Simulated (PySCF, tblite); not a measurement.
# H7NO4Si2, a small molecule taken as a stand-in for a surface group (hydroxylated Si): NMR shifts, core binding energies and electronic excitations, part 2 of 2

tblite 0.8.0 and PySCF 2.14.0. Atoms count from 0, parts from 1.

### Step 5. Core-electron binding energies: SCAN, X2C

What the job is given:

```
{"job": {"kind": "xps", "holes": 5}, "charge": 0, "multiplicity": 1}
O      1.716426     1.877136    -0.459174
Si     1.036042     0.612052     0.350225
O     -0.270735     1.005068     1.287949
O      2.183741     0.044479     1.383547
O      0.472544    -0.466898    -0.747857
Si    -0.905450    -1.433164    -0.716622
N     -2.377767    -0.559602    -0.575788
H      1.337509     2.061835    -1.323134
H     -0.053100     1.316488     2.171725
H      3.088195     0.092144     1.060719
H     -0.771876    -2.352429     0.446991
H     -0.927232    -2.165260    -2.011142
H     -2.479682     0.034711     0.242514
H     -2.767334    -0.108415    -1.395951
```

With the program's defaults for keys left out, this is: delta-SCF UKS SCAN, pcX-2 on the ionised atom, pcseg-1 elsewhere, spin-free X2C.

What it wrote:

```text
ground state, core basis on atom 0 (O), 172 functions
  cycle   1  E = -939.91609701  |g| = 1.38e+00
  cycle   2  E = -939.33853861  |g| = 2.22e+00
  cycle   3  E = -940.25710765  |g| = 1.28e-01
  cycle   4  E = -940.25841405  |g| = 9.71e-02
  cycle   5  E = -940.26021055  |g| = 1.52e-02
  cycle   6  E = -940.26024753  |g| = 7.06e-03
  cycle   7  E = -940.26025598  |g| = 3.69e-03
  cycle   8  E = -940.26025788  |g| = 4.47e-04
  E(ground) = -940.34208615 Eh
hole in O 1s of atom 0
  cycle   1  E = -919.65167927  |g| = 2.22e+00
  cycle   2  E = -917.25452436  |g| = 2.59e+00
  cycle   3  E = -919.95068059  |g| = 1.04e+00
  cycle   4  E = -920.40068975  |g| = 3.71e-01
  cycle   5  E = -920.44434707  |g| = 1.72e-01
  cycle   6  E = -920.45275350  |g| = 1.00e-01
  cycle   7  E = -920.45658851  |g| = 1.43e-02
  cycle   8  E = -920.45667087  |g| = 4.52e-03
  cycle   9  E = -920.45667976  |g| = 2.19e-03
  cycle  10  E = -920.45668241  |g| = 9.27e-04
  cycle  11  E = -920.45668218  |g| = 1.35e-04
  E(ion) = -920.53866343 Eh   <S^2> = 0.7613   hole on atom = 1.000   binding energy = 538.879 eV
ground state, core basis on atom 1 (Si), 183 functions
  cycle   1  E = -940.35288024  |g| = 3.04e-01
  cycle   2  E = -940.35113219  |g| = 1.46e-01
  cycle   3  E = -940.35121817  |g| = 1.39e-01
  cycle   4  E = -940.35463422  |g| = 2.47e-02
  cycle   5  E = -940.35473313  |g| = 4.56e-03
  cycle   6  E = -940.35473863  |g| = 9.98e-04
  cycle   7  E = -940.35473911  |g| = 2.72e-04
  E(ground) = -940.39690301 Eh
hole in Si 2p of atom 1
  cycle   1  E = -936.03997423  |g| = 1.25e+00
  cycle   2  E = -935.84549280  |g| = 1.23e+00
  cycle   3  E = -936.27534707  |g| = 4.15e-01
  cycle   4  E = -936.34241013  |g| = 1.05e-01
  cycle   5  E = -936.34575591  |g| = 3.42e-02
  cycle   6  E = -936.34624484  |g| = 6.86e-03
  cycle   7  E = -936.34623648  |g| = 8.19e-03
  cycle   8  E = -936.34626391  |g| = 6.41e-04
  cycle   9  E = -936.34626484  |g| = 3.22e-04
  E(ion) = -936.39878311 Eh   <S^2> = 0.7511   hole on atom = 1.003   binding energy = 108.794 eV
  2p3/2 = 108.592 eV   2p1/2 = 109.217 eV
ground state, core basis on atom 2 (O), 172 functions
  cycle   1  E = -940.25930155  |g| = 1.04e-01
  cycle   2  E = -940.25857842  |g| = 8.10e-02
  cycle   3  E = -940.25920061  |g| = 5.59e-02
  cycle   4  E = -940.25973805  |g| = 6.35e-03
  cycle   5  E = -940.25974339  |g| = 1.73e-03
  cycle   6  E = -940.25974542  |g| = 4.46e-04
  E(ground) = -940.34183861 Eh
hole in O 1s of atom 2
  cycle   1  E = -919.64836719  |g| = 2.22e+00
  cycle   2  E = -917.35719007  |g| = 2.57e+00
  cycle   3  E = -919.98534923  |g| = 1.02e+00
  cycle   4  E = -920.40353648  |g| = 3.56e-01
  cycle   5  E = -920.44781425  |g| = 1.22e-01
  cycle   6  E = -920.45346610  |g| = 5.41e-02
  cycle   7  E = -920.45453744  |g| = 1.94e-02
  cycle   8  E = -920.45466899  |g| = 5.40e-03
  cycle   9  E = -920.45467933  |g| = 2.63e-03
  cycle  10  E = -920.45467994  |g| = 7.90e-04
  cycle  11  E = -920.45467996  |g| = 2.34e-04
  E(ion) = -920.53747432 Eh   <S^2> = 0.7613   hole on atom = 1.000   binding energy = 538.904 eV
ground state, core basis on atom 3 (O), 172 functions
  cycle   1  E = -940.25937509  |g| = 1.19e-01
  cycle   2  E = -940.25695966  |g| = 1.40e-01
  cycle   3  E = -940.26016423  |g| = 4.13e-02
  cycle   4  E = -940.26046184  |g| = 6.25e-03
  cycle   5  E = -940.26046770  |g| = 1.72e-03
  cycle   6  E = -940.26046827  |g| = 2.13e-04
  E(ground) = -940.34232427 Eh
hole in O 1s of atom 3
  cycle   1  E = -919.65154695  |g| = 2.22e+00
  cycle   2  E = -917.18998382  |g| = 2.59e+00
  cycle   3  E = -919.93076322  |g| = 1.06e+00
  cycle   4  E = -920.40218036  |g| = 3.63e-01
  cycle   5  E = -920.44513196  |g| = 1.56e-01
  cycle   6  E = -920.45226666  |g| = 9.27e-02
  cycle   7  E = -920.45553428  |g| = 1.68e-02
  cycle   8  E = -920.45563536  |g| = 6.35e-03
  cycle   9  E = -920.45564888  |g| = 2.86e-03
  cycle  10  E = -920.45565280  |g| = 8.21e-04
  cycle  11  E = -920.45565182  |g| = 3.80e-04
  E(ion) = -920.53776750 Eh   <S^2> = 0.7614   hole on atom = 1.000   binding energy = 538.909 eV
ground state, core basis on atom 4 (O), 172 functions
  cycle   1  E = -940.26239387  |g| = 1.32e-01
  cycle   2  E = -940.25783706  |g| = 1.86e-01
  cycle   3  E = -940.26379891  |g| = 4.00e-02
  cycle   4  E = -940.26403012  |g| = 1.64e-02
  cycle   5  E = -940.26407946  |g| = 2.36e-03
  cycle   6  E = -940.26407968  |g| = 5.03e-04
  cycle   7  E = -940.26407833  |g| = 1.46e-04
  E(ground) = -940.34500919 Eh
hole in O 1s of atom 4
  cycle   1  E = -919.66992570  |g| = 2.23e+00
  cycle   2  E = -919.04572809  |g| = 2.29e+00
  cycle   3  E = -920.37811620  |g| = 5.65e-01
  cycle   4  E = -920.42340153  |g| = 4.17e-01
  cycle   5  E = -920.49910590  |g| = 5.84e-02
  cycle   6  E = -920.50021156  |g| = 2.95e-02
  cycle   7  E = -920.50054054  |g| = 6.02e-03
  cycle   8  E = -920.50055512  |g| = 2.07e-03
  cycle   9  E = -920.50055650  |g| = 1.49e-03
  cycle  10  E = -920.50055741  |g| = 3.66e-04
  E(ion) = -920.58094158 Eh   <S^2> = 0.7625   hole on atom = 1.000   binding energy = 537.808 eV
```

It took 45 s on 1 thread of Intel Xeon Platinum 8488C, shared host; peak memory 0.67 GiB.

Binding energies by hole, beside the orbital energy of the ground state; the difference holds orbital relaxation and, for a density functional, its self-interaction error:

```
       hole  stands for             environment  ΔSCF (eV; 2p as the shell's mean)  −ε (eV)   ⟨S²⟩
  O1s on O0          O0  oxygen bonded to Si, H                             538.88    516.8  0.761
Si2p on Si1         Si1   silicon bonded to 4 O                             108.80     97.5  0.751
  O1s on O2          O2  oxygen bonded to Si, H                             538.90    516.9  0.761
  O1s on O3          O3  oxygen bonded to Si, H                             538.91    516.8  0.761
  O1s on O4          O4   oxygen bonded to 2 Si                             537.81    516.4  0.762
```

With the spin-orbit splitting: Si1 2p3/2 108.59, 2p1/2 109.22 eV. The table gives each 2p level as the mean over the whole 2p shell (two parts 2p3/2, one part 2p1/2), which differs a little from the single hole in the log.

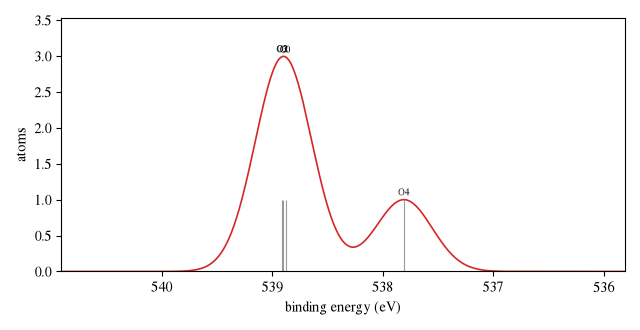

The O1s photoelectron lines, weighted by the number of atoms. Lines are broadened to a width of 0.60 eV (Gaussian).

### Step 6. TDDFT and polarisability: CAM-B3LYP/def2-SVPD

Same as in step 5 but for these lines:

```diff
@@ -1,2 +1,2 @@
-{"job": {"kind": "xps", "holes": 5}, "charge": 0, "multiplicity": 1}
+{"job": {"kind": "uv", "xc": "CAM-B3LYP", "basis": "def2-SVPD", "nstates": 6, "ntriplets": 2, "ip": true}, "charge": 0, "multiplicity": 1}
 O      1.716426     1.877136    -0.459174
```

With the program's defaults for keys left out, this is: TDDFT CAM-B3LYP/def2-SVPD, vertical, gas phase, core orbitals frozen in the response.

What it wrote:

```text
coarse grid: 13000 points
cycle   1  E = -938.1687782587  dE =  8.632e-01  |g| = 1.243e+00  |ddm| = 5.248e+00
cycle   2  E = -938.0547267807  dE =  1.141e-01  |g| = 1.498e+00  |ddm| = 3.948e+00
cycle   3  E = -938.4577618939  dE = -4.030e-01  |g| = 6.661e-02  |ddm| = 1.870e+00
cycle   4  E = -938.4583006158  dE = -5.387e-04  |g| = 4.390e-02  |ddm| = 1.496e-01
cycle   5  E = -938.4586590677  dE = -3.585e-04  |g| = 1.060e-02  |ddm| = 6.885e-02
cycle   6  E = -938.4586802010  dE = -2.113e-05  |g| = 1.957e-03  |ddm| = 2.434e-02
cycle   7  E = -938.4586809178  dE = -7.168e-07  |g| = 8.717e-04  |ddm| = 3.191e-03
final grid: 117280 points
cycle   8  E = -938.6042492239  dE = -2.413e-05  |g| = 3.476e-03  |ddm| = 4.105e-02
cycle   9  E = -938.6042485039  dE =  7.200e-07  |g| = 4.071e-03  |ddm| = 1.131e-02
cycle  10  E = -938.6042519421  dE = -3.438e-06  |g| = 2.060e-04  |ddm| = 5.724e-03
cycle  11  E = -938.6042519496  dE = -7.514e-09  |g| = 1.879e-04  |ddm| = 7.530e-04
cycle  12  E = -938.6042519562  dE = -6.611e-09  |g| = 3.535e-05  |ddm| = 2.150e-04
cycle  13  E = -938.6042519565  dE = -2.851e-10  |g| = 7.660e-06  |ddm| = 7.728e-05
converged SCF energy = -938.6042519565

Static polarisability (au): isotropic 69.990, principal 66.108 67.214 76.648

Singlet excitations
state   eV       nm        f      main configurations
  1   6.8699    180.5   0.06009   H->L 0.43, H->L+1 0.40
  2   7.6971    161.1   0.01134   H->L 0.44, H->L+1 0.26, H->L+3 0.09
  3   7.8489    158.0   0.00357   H-1->L 0.61, H-2->L 0.12, H-3->L 0.11
  4   8.0118    154.8   0.01833   H-2->L 0.69, H-1->L 0.11
  5   8.1867    151.4   0.00950   H->L+5 0.45, H->L+2 0.14, H->L+7 0.14
  6   8.3766    148.0   0.01411   H->L+2 0.36, H->L+5 0.10

Triplet excitations (Tamm-Dancoff, eV): 6.5227 7.2659
Vertical ionisation energy (delta-SCF) = 10.1655 eV
```

Wall time 2.6 min (1 thread of Intel Xeon Platinum 8488C, shared host); peak memory 1.1 GiB.

The orbitals next to the gap, with their largest atomic shares:

```
orbital      eV                        atoms
 HOMO−3  -11.10   O4 21 %, O3 19 %, Si5 16 %
 HOMO−2  -10.84     O0 39 %, O2 37 %, O3 7 %
 HOMO−1  -10.26  O4 32 %, Si5 22 %, H10 19 %
   HOMO   -9.19     N6 68 %, Si5 8 %, O4 8 %
   LUMO    0.39   Si1 32 %, O0 11 %, O2 11 %
 LUMO+1    1.39   Si5 15 %, O3 13 %, O2 12 %
 LUMO+2    1.54    O0 25 %, O2 19 %, H7 14 %
```

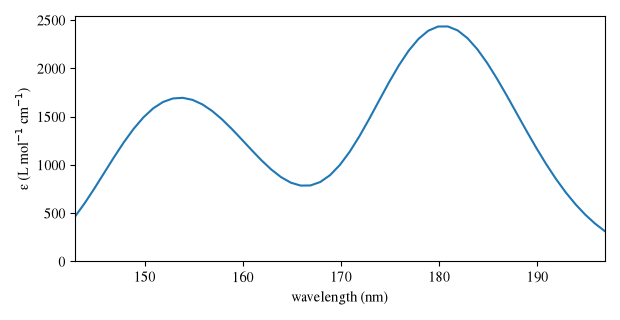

Absorption spectrum: each of the 6 states is a Gaussian band of 0.4 eV half-width at 1/e. Beyond the last state computed it falls off for lack of states.

Ground-state properties from the same run:

```
           property  computed
  dipole moment (D)      1.57
polarisability (Å³)     10.37
 HOMO–LUMO gap (eV)      9.57
      −ε(HOMO) (eV)      9.19
```

### Step 7. Summary of results

This closing draws on all 2 parts.

| quantity | value |
| --- | --- |
| point group | C1 |
| rotational constants (main isotopes) | 3.17, 1.10, 1.06 GHz |
| 1H shifts against TMS (PBE0/pcSseg-1) | 4.92, 4.52, 1.82, 1.77, 1.77, 1.53, 1.20 ppm |
| 17O shifts against H2O (PBE0/pcSseg-1) | 101.9, 54.9, 52.4, 47.5 ppm |
| 29Si shifts against TMS (PBE0/pcSseg-1) | -32.2, -68.5 ppm |
| 15N shifts against NH3 (PBE0/pcSseg-1) | 38.4 ppm |
| O1s binding energies, SCAN/pcX-2 | O3 538.91, O2 538.90, O0 538.88, O4 537.81 eV |
| Si2p binding energies, SCAN/pcX-2 (standing for 1 of 2 atoms) | Si1 108.80 eV |
| lowest singlet (CAM-B3LYP/def2-SVPD) | 6.87 eV (180 nm), f = 0.060 |
| lowest triplet | 6.52 eV |
| vertical ionisation energy (ΔSCF) | 10.17 eV |

**Reading.** The optimisation took 36 steps and gained 0.457 eV; among the close pairs (by a distance rule), O4–Si5 changed most, from 1.608 to 1.683 Å (PBE0/def2-SVP). No frequency check was run at this level, so the end point may be a saddle. O3 (oxygen bonded to Si, H) binds its O1s electron 1.10 eV more tightly than O4 (oxygen bonded to 2 Si). The first singlet state (HOMO→LUMO 0.43, HOMO→LUMO+1 0.40) lies at 6.87 eV and is bright. The lowest triplet lies 0.35 eV below the lowest singlet (triplets in Tamm-Dancoff, singlets in full TDDFT). The orbital energy would give 9.19 eV for ionisation, ΔSCF gives 10.17 eV. A capped cluster stands for the solid here, so long-range fields and strain are missing, and bands or shifts of the capping hydrogens have no counterpart in it.
